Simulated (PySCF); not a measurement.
## C₂H₅OSi: geometry relaxation (part 4 of 4)

C₂H₅OSi, multiplicity 2, SMILES [CH2][SiH2]C=O; HF/6-31G*, UHF (PySCF 2.14.0). The geometry comes from this level: GFN2-xTB symmetrised.

Geometry of the input (Å):
```
C  -0.9062  1.6703  -0.1776
Si -0.2320  0.3145  0.8377
C  0.8639  -0.6307  -0.4615
O  0.4896  -1.5875  -1.0786
H  -1.7866  1.5477  -0.7856
H  -0.3703  2.5886  -0.3495
H  0.7122  0.7444  1.8720
H  -1.2183  -0.6418  1.3285
H  1.8607  -0.1905  -0.6691
```

Trajectory as extended XYZ, continued
```
9
Properties=species:S:1:pos:R:3:forces:R:3 step=2 energy=-12037.12685
C    -0.9494    1.7250   -0.1664    0.0601  -0.0941  -0.0221
Si   -0.1842    0.2882    0.7410   -0.0226   0.3332   0.0615
C     0.9473   -0.6929   -0.4745   -0.3345   0.1411   0.2681
O     0.5238   -1.6754   -1.0028    0.2462  -0.1912  -0.2381
H    -1.8611    1.6304   -0.7330   -0.0084  -0.0072   0.0278
H    -0.4645    2.6832   -0.2552   -0.0052   0.0083   0.0363
H     0.6618    0.7968    1.8408    0.0103  -0.0097   0.0082
H    -1.2220   -0.6122    1.2690    0.0713  -0.0465  -0.0679
H     1.9614   -0.3280   -0.7026   -0.0172  -0.1339  -0.0737
9
Properties=species:S:1:pos:R:3:forces:R:3 step=3 energy=-12037.13826
C    -0.9519    1.7322   -0.1662    0.0578  -0.0452  -0.0399
Si   -0.1858    0.2966    0.7357   -0.1306   0.1302   0.0263
C     0.9336   -0.7061   -0.4726    0.0537  -0.0292  -0.0329
O     0.5606   -1.7020   -1.0163   -0.0279  -0.0043   0.0225
H    -1.8705    1.6429   -0.7223   -0.0017  -0.0126   0.0227
H    -0.4695    2.6922   -0.2471   -0.0083   0.0117   0.0254
H     0.6668    0.8014    1.8309    0.0402  -0.0230  -0.0157
H    -1.2181   -0.6060    1.2635   -0.0035  -0.0426  -0.0068
H     1.9477   -0.3362   -0.6892    0.0204   0.0151  -0.0015
9
Properties=species:S:1:pos:R:3:forces:R:3 step=4 energy=-12037.13946
C    -0.9496    1.7343   -0.1692    0.0229  -0.0255  -0.0155
Si   -0.1898    0.3012    0.7367   -0.0076   0.0159  -0.0014
C     0.9327   -0.7042   -0.4714    0.0125  -0.0091  -0.0055
O     0.5579   -1.7019   -1.0105   -0.0093  -0.0030   0.0122
H    -1.8689    1.6389   -0.7226   -0.0057   0.0134   0.0035
H    -0.4720    2.6972   -0.2460   -0.0170  -0.0017   0.0170
H     0.6728    0.7971    1.8288    0.0025  -0.0052  -0.0043
H    -1.2180   -0.6114    1.2595    0.0017   0.0071  -0.0068
H     1.9479   -0.3361   -0.6890   -0.0002   0.0080   0.0009
9
Properties=species:S:1:pos:R:3:forces:R:3 step=5 energy=-12037.13986
C    -0.9508    1.7359   -0.1716    0.0129   0.0017  -0.0130
Si   -0.1891    0.3031    0.7315    0.0053  -0.0154  -0.0002
C     0.9356   -0.7074   -0.4710   -0.0054  -0.0038   0.0009
O     0.5604   -1.7099   -1.0012    0.0030  -0.0004   0.0042
H    -1.8728    1.6461   -0.7215   -0.0017  -0.0042   0.0025
H    -0.4793    2.7024   -0.2355   -0.0054   0.0065   0.0109
H     0.6742    0.7979    1.8236   -0.0041   0.0018  -0.0022
H    -1.2165   -0.6113    1.2523   -0.0003   0.0085  -0.0002
H     1.9513   -0.3416   -0.6904   -0.0043   0.0053  -0.0029
9
Properties=species:S:1:pos:R:3:forces:R:3 step=6 energy=-12037.14003
C    -0.9496    1.7378   -0.1733    0.0023   0.0015  -0.0081
Si   -0.1882    0.3038    0.7272    0.0117  -0.0134   0.0102
C     0.9371   -0.7106   -0.4711   -0.0085  -0.0003  -0.0018
O     0.5632   -1.7173   -0.9943    0.0058  -0.0003   0.0022
H    -1.8732    1.6473   -0.7203    0.0015   0.0044  -0.0067
H    -0.4853    2.7086   -0.2258   -0.0058   0.0008   0.0040
H     0.6739    0.7990    1.8198    0.0008  -0.0006   0.0023
H    -1.2167   -0.6094    1.2473   -0.0045   0.0040   0.0027
H     1.9518   -0.3442   -0.6934   -0.0033   0.0041  -0.0047
9
Properties=species:S:1:pos:R:3:forces:R:3 step=7 energy=-12037.14018
C    -0.9480    1.7377   -0.1752   -0.0041   0.0097   0.0003
Si   -0.1879    0.3034    0.7263    0.0058  -0.0129   0.0058
C     0.9369   -0.7123   -0.4713   -0.0065   0.0035  -0.0025
O     0.5660   -1.7229   -0.9887    0.0050  -0.0018   0.0026
H    -1.8709    1.6489   -0.7237    0.0048  -0.0032  -0.0078
H    -0.4887    2.7113   -0.2177    0.0002   0.0013   0.0012
H     0.6743    0.7988    1.8186    0.0006  -0.0006   0.0019
H    -1.2177   -0.6081    1.2465   -0.0033   0.0018   0.0039
H     1.9491   -0.3419   -0.6987   -0.0025   0.0022  -0.0052
9
Properties=species:S:1:pos:R:3:forces:R:3 step=8 energy=-12037.14048
C    -0.9431    1.7376   -0.1782   -0.0162   0.0135   0.0198
Si   -0.1879    0.3018    0.7262   -0.0025   0.0014  -0.0060
C     0.9346   -0.7144   -0.4723    0.0004   0.0049   0.0019
O     0.5719   -1.7351   -0.9754    0.0018  -0.0054   0.0021
H    -1.8608    1.6489   -0.7355    0.0095  -0.0082  -0.0118
H    -0.4950    2.7170   -0.1995    0.0073  -0.0005  -0.0037
H     0.6748    0.7973    1.8180    0.0019  -0.0027   0.0012
H    -1.2208   -0.6055    1.2476   -0.0006  -0.0029   0.0028
H     1.9392   -0.3325   -0.7146   -0.0017   0.0000  -0.0063
9
Properties=species:S:1:pos:R:3:forces:R:3 step=9 energy=-12037.14080
C    -0.9377    1.7380   -0.1798   -0.0230   0.0123   0.0350
Si   -0.1885    0.3000    0.7273   -0.0083   0.0144  -0.0158
C     0.9310   -0.7159   -0.4736    0.0042   0.0049   0.0009
O     0.5792   -1.7496   -0.9575   -0.0004  -0.0080   0.0041
H    -1.8448    1.6477   -0.7540    0.0121  -0.0109  -0.0133
H    -0.5019    2.7231   -0.1774    0.0115  -0.0018  -0.0065
H     0.6754    0.7944    1.8187    0.0023  -0.0037  -0.0001
H    -1.2241   -0.6036    1.2499    0.0018  -0.0054   0.0002
H     1.9243   -0.3191   -0.7374   -0.0001  -0.0018  -0.0045
9
Properties=species:S:1:pos:R:3:forces:R:3 step=10 energy=-12037.14133
C    -0.9297    1.7405   -0.1796   -0.0263   0.0061   0.0457
Si   -0.1898    0.2977    0.7289   -0.0129   0.0285  -0.0246
C     0.9241   -0.7182   -0.4765    0.0087  -0.0007   0.0015
O     0.5935   -1.7758   -0.9222   -0.0027  -0.0073   0.0059
H    -1.8131    1.6460   -0.7892    0.0124  -0.0100  -0.0124
H    -0.5153    2.7339   -0.1376    0.0128  -0.0024  -0.0083
H     0.6765    0.7889    1.8197    0.0029  -0.0052  -0.0020
H    -1.2287   -0.6016    1.2529    0.0041  -0.0068  -0.0033
H     1.8956   -0.2965   -0.7801    0.0011  -0.0023  -0.0025
9
Properties=species:S:1:pos:R:3:forces:R:3 step=11 energy=-12037.14184
C    -0.9238    1.7453   -0.1764   -0.0189  -0.0017   0.0380
Si   -0.1915    0.2965    0.7293   -0.0118   0.0283  -0.0221
C     0.9169   -0.7209   -0.4795    0.0084  -0.0038  -0.0025
O     0.6112   -1.8035   -0.8806   -0.0033  -0.0041   0.0076
H    -1.7766    1.6464   -0.8277    0.0081  -0.0051  -0.0075
H    -0.5322    2.7454   -0.0950    0.0088  -0.0020  -0.0069
H     0.6779    0.7827    1.8197    0.0025  -0.0048  -0.0024
H    -1.2319   -0.6009    1.2537    0.0037  -0.0049  -0.0047
H     1.8630   -0.2759   -0.8273    0.0024  -0.0018   0.0004
9
Properties=species:S:1:pos:R:3:forces:R:3 step=12 energy=-12037.14213
C    -0.9235    1.7500   -0.1721   -0.0058  -0.0039   0.0167
Si   -0.1927    0.2971    0.7276   -0.0063   0.0134  -0.0104
C     0.9136   -0.7228   -0.4816    0.0063  -0.0043   0.0011
O     0.6227   -1.8199   -0.8532   -0.0022  -0.0003   0.0040
H    -1.7559    1.6489   -0.8489    0.0015   0.0001  -0.0018
H    -0.5432    2.7527   -0.0707    0.0027  -0.0010  -0.0038
H     0.6789    0.7789    1.8181    0.0015  -0.0029  -0.0017
H    -1.2323   -0.6018    1.2512    0.0015  -0.0013  -0.0036
H     1.8454   -0.2680   -0.8542    0.0007   0.0003  -0.0005
9
Properties=species:S:1:pos:R:3:forces:R:3 step=13 energy=-12037.14219
C    -0.9256    1.7517   -0.1701    0.0006  -0.0015   0.0030
Si   -0.1930    0.2980    0.7259   -0.0006   0.0013  -0.0010
C     0.9142   -0.7233   -0.4816    0.0008  -0.0005  -0.0001
O     0.6239   -1.8221   -0.8487    0.0001  -0.0007   0.0016
H    -1.7558    1.6506   -0.8496   -0.0011   0.0009   0.0008
H    -0.5443    2.7540   -0.0690    0.0005  -0.0004  -0.0017
H     0.6791    0.7784    1.8167    0.0001  -0.0004  -0.0001
H    -1.2314   -0.6027    1.2486   -0.0003   0.0003  -0.0021
H     1.8458   -0.2696   -0.8560   -0.0001   0.0009  -0.0003
9
Properties=species:S:1:pos:R:3:forces:R:3 step=14 energy=-12037.14220
C    -0.9264    1.7518   -0.1697    0.0010   0.0002  -0.0003
Si   -0.1930    0.2982    0.7254    0.0003  -0.0010   0.0008
C     0.9148   -0.7232   -0.4814    0.0003  -0.0003   0.0004
O     0.6234   -1.8213   -0.8499    0.0007  -0.0001   0.0008
H    -1.7586    1.6512   -0.8469   -0.0012   0.0004   0.0012
H    -0.5430    2.7536   -0.0715    0.0005  -0.0001  -0.0011
H     0.6791    0.7785    1.8163   -0.0003  -0.0002   0.0003
H    -1.2313   -0.6029    1.2476   -0.0006   0.0002  -0.0012
H     1.8479   -0.2708   -0.8536   -0.0007   0.0009  -0.0009
9
Properties=species:S:1:pos:R:3:forces:R:3 step=15 energy=-12037.14220
C    -0.9270    1.7519   -0.1695    0.0009   0.0014  -0.0028
Si   -0.1931    0.2982    0.7250    0.0010  -0.0022   0.0020
C     0.9154   -0.7232   -0.4812   -0.0004   0.0007  -0.0004
O     0.6236   -1.8208   -0.8506    0.0011  -0.0001   0.0006
H    -1.7615    1.6519   -0.8438   -0.0011  -0.0001   0.0015
H    -0.5411    2.7530   -0.0744    0.0008   0.0000  -0.0006
H     0.6789    0.7784    1.8160   -0.0008  -0.0002   0.0011
H    -1.2315   -0.6031    1.2465   -0.0007   0.0000  -0.0003
H     1.8493   -0.2712   -0.8519   -0.0009   0.0005  -0.0011
9
Properties=species:S:1:pos:R:3:forces:R:3 step=16 energy=-12037.14222
C    -0.9276    1.7521   -0.1690    0.0005   0.0033  -0.0065
Si   -0.1936    0.2980    0.7243    0.0019  -0.0032   0.0029
C     0.9163   -0.7230   -0.4809   -0.0007   0.0020  -0.0003
O     0.6257   -1.8211   -0.8499    0.0014   0.0000   0.0000
H    -1.7670    1.6539   -0.8375   -0.0008  -0.0009   0.0019
H    -0.5365    2.7518   -0.0799    0.0013   0.0001   0.0003
H     0.6780    0.7774    1.8159   -0.0018  -0.0006   0.0023
H    -1.2326   -0.6036    1.2441   -0.0005  -0.0006   0.0013
H     1.8504   -0.2706   -0.8509   -0.0013  -0.0001  -0.0018
9
Properties=species:S:1:pos:R:3:forces:R:3 step=17 energy=-12037.14226
C    -0.9280    1.7530   -0.1680    0.0001   0.0050  -0.0109
Si   -0.1951    0.2971    0.7232    0.0031  -0.0037   0.0036
C     0.9177   -0.7226   -0.4806   -0.0016   0.0045  -0.0012
O     0.6327   -1.8240   -0.8442    0.0017  -0.0004  -0.0005
H    -1.7755    1.6585   -0.8268   -0.0005  -0.0018   0.0024
H    -0.5276    2.7498   -0.0889    0.0019   0.0002   0.0015
H     0.6757    0.7744    1.8163   -0.0031  -0.0011   0.0041
H    -1.2356   -0.6047    1.2393   -0.0002  -0.0013   0.0033
H     1.8485   -0.2664   -0.8540   -0.0015  -0.0013  -0.0023
9
Properties=species:S:1:pos:R:3:forces:R:3 step=18 energy=-12037.14232
C    -0.9272    1.7548   -0.1665   -0.0006   0.0059  -0.0138
Si   -0.1980    0.2951    0.7214    0.0038  -0.0028   0.0032
C     0.9192   -0.7219   -0.4806   -0.0014   0.0065  -0.0010
O     0.6489   -1.8321   -0.8283    0.0014  -0.0008  -0.0012
H    -1.7868    1.6674   -0.8105    0.0000  -0.0025   0.0026
H    -0.5122    2.7467   -0.1016    0.0023   0.0002   0.0026
H     0.6708    0.7676    1.8183   -0.0043  -0.0018   0.0054
H    -1.2417   -0.6066    1.2308    0.0005  -0.0021   0.0051
H     1.8399   -0.2558   -0.8667   -0.0017  -0.0025  -0.0030
9
Properties=species:S:1:pos:R:3:forces:R:3 step=19 energy=-12037.14239
C    -0.9246    1.7572   -0.1651   -0.0010   0.0042  -0.0114
Si   -0.2016    0.2924    0.7197    0.0035  -0.0006   0.0018
C     0.9199   -0.7212   -0.4811   -0.0007   0.0069  -0.0017
O     0.6721   -1.8443   -0.8027    0.0004  -0.0012  -0.0008
H    -1.7945    1.6781   -0.7962    0.0003  -0.0021   0.0019
H    -0.4958    2.7440   -0.1112    0.0019   0.0001   0.0026
H     0.6640    0.7583    1.8220   -0.0041  -0.0020   0.0049
H    -1.2494   -0.6089    1.2213    0.0008  -0.0021   0.0048
H     1.8230   -0.2405   -0.8904   -0.0010  -0.0030  -0.0022
9
Properties=species:S:1:pos:R:3:forces:R:3 step=20 energy=-12037.14243
C    -0.9221    1.7586   -0.1649   -0.0008   0.0013  -0.0041
Si   -0.2035    0.2909    0.7193    0.0018   0.0015   0.0000
C     0.9194   -0.7207   -0.4819    0.0001   0.0032   0.0000
O     0.6861   -1.8519   -0.7855   -0.0001  -0.0011  -0.0008
H    -1.7944    1.6832   -0.7931    0.0002  -0.0009   0.0006
H    -0.4890    2.7435   -0.1119    0.0008  -0.0001   0.0011
H     0.6598    0.7529    1.8250   -0.0021  -0.0011   0.0022
H    -1.2532   -0.6101    1.2173    0.0007  -0.0011   0.0019
H     1.8099   -0.2314   -0.9082   -0.0005  -0.0017  -0.0011
9
Properties=species:S:1:pos:R:3:forces:R:3 step=21 energy=-12037.14243
C    -0.9214    1.7587   -0.1651   -0.0002  -0.0001  -0.0001
Si   -0.2034    0.2910    0.7196    0.0006   0.0010  -0.0001
C     0.9189   -0.7207   -0.4822   -0.0004   0.0006   0.0001
O     0.6870   -1.8529   -0.7830    0.0001  -0.0004  -0.0002
H    -1.7915    1.6827   -0.7962    0.0001  -0.0001   0.0000
H    -0.4903    2.7444   -0.1087    0.0001  -0.0001   0.0001
H     0.6593    0.7526    1.8259   -0.0005  -0.0001   0.0004
H    -1.2530   -0.6102    1.2179    0.0003  -0.0003   0.0000
H     1.8072   -0.2305   -0.9119    0.0000  -0.0004  -0.0001
9
Properties=species:S:1:pos:R:3:forces:R:3 step=22 energy=-12037.14243
C    -0.9214    1.7586   -0.1653    0.0000  -0.0001   0.0002
Si   -0.2031    0.2912    0.7198    0.0002   0.0002   0.0000
C     0.9187   -0.7207   -0.4822   -0.0001  -0.0001   0.0002
O     0.6856   -1.8524   -0.7841    0.0000   0.0000  -0.0001
H    -1.7905    1.6820   -0.7976    0.0000   0.0000   0.0000
H    -0.4915    2.7447   -0.1076    0.0000   0.0000  -0.0001
H     0.6596    0.7532    1.8259   -0.0001   0.0000   0.0000
H    -1.2524   -0.6101    1.2185    0.0000   0.0000  -0.0002
H     1.8078   -0.2313   -0.9112    0.0000   0.0000  -0.0001
9
Properties=species:S:1:pos:R:3:forces:R:3 step=23 energy=-12037.14243
C    -0.9214    1.7587   -0.1652    0.0000  -0.0001   0.0001
Si   -0.2031    0.2912    0.7197    0.0000   0.0000   0.0001
C     0.9187   -0.7207   -0.4822   -0.0001   0.0000  -0.0001
O     0.6859   -1.8526   -0.7837    0.0000   0.0000   0.0001
H    -1.7905    1.6820   -0.7976    0.0000   0.0000   0.0000
H    -0.4914    2.7447   -0.1076    0.0000   0.0000   0.0000
H     0.6595    0.7531    1.8260    0.0000   0.0000   0.0000
H    -1.2524   -0.6101    1.2183    0.0000   0.0000  -0.0001
H     1.8076   -0.2312   -0.9115    0.0000   0.0000   0.0000
9
Properties=species:S:1:pos:R:3:forces:R:3 step=24 energy=-12037.14243
C    -0.9214    1.7586   -0.1652    0.0000   0.0000   0.0000
Si   -0.2031    0.2912    0.7197    0.0000   0.0000   0.0001
C     0.9188   -0.7207   -0.4822    0.0000   0.0000   0.0000
O     0.6858   -1.8525   -0.7839    0.0000   0.0000   0.0000
H    -1.7906    1.6820   -0.7975    0.0000   0.0000   0.0000
H    -0.4914    2.7447   -0.1077    0.0000   0.0000   0.0000
H     0.6595    0.7531    1.8260    0.0000   0.0000   0.0000
H    -1.2524   -0.6101    1.2183    0.0000   0.0000   0.0000
H     1.8078   -0.2312   -0.9113    0.0000   0.0000   0.0000
9
Properties=species:S:1:pos:R:3:forces:R:3 step=25 energy=-12037.14243
C    -0.9214    1.7586   -0.1652    0.0000   0.0000   0.0000
Si   -0.2031    0.2912    0.7197    0.0000   0.0000   0.0000
C     0.9188   -0.7207   -0.4822    0.0000   0.0000   0.0000
O     0.6858   -1.8525   -0.7838    0.0000   0.0000   0.0000
H    -1.7905    1.6820   -0.7975    0.0000   0.0000   0.0000
H    -0.4914    2.7447   -0.1077    0.0000   0.0000   0.0000
H     0.6595    0.7531    1.8260    0.0000   0.0000   0.0000
H    -1.2524   -0.6101    1.2183    0.0000   0.0000   0.0000
H     1.8077   -0.2312   -0.9114    0.0000   0.0000   0.0000
```

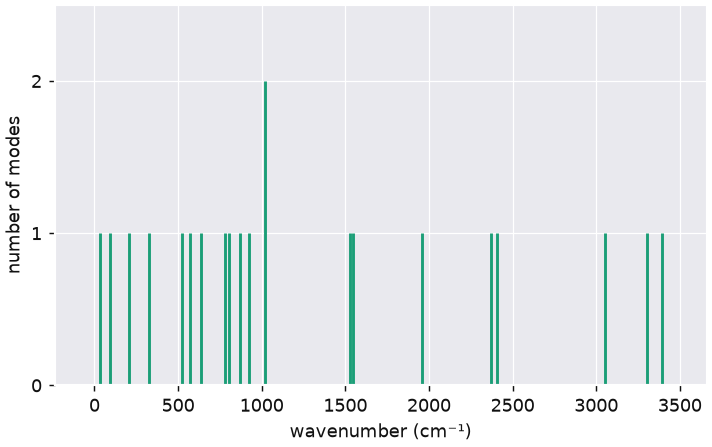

**Figure 1.** Harmonic vibrational wavenumbers from the force constants; neighbouring modes closer than 15 cm⁻¹ are counted in one stick. 21 modes from 31 to 3392 cm⁻¹, none imaginary.

Key numbers

| quantity | value |
| --- | --- |
| outcome | converged |
| total energy | −442.356825 hartree |
| basis functions | 70 |
| ⟨S²⟩ | 0.761 |
| zero-point energy | 0.062369 hartree |
| dipole moment | 3.07 D |
| wavenumbers, lowest and highest | 31 and 3392 cm⁻¹ |
| hardware | 1 thread of Arm Neoverse V2, 24 GiB of memory available, shared host |
| wall time | 2.5 min |
| peak memory | 0.18 GiB |
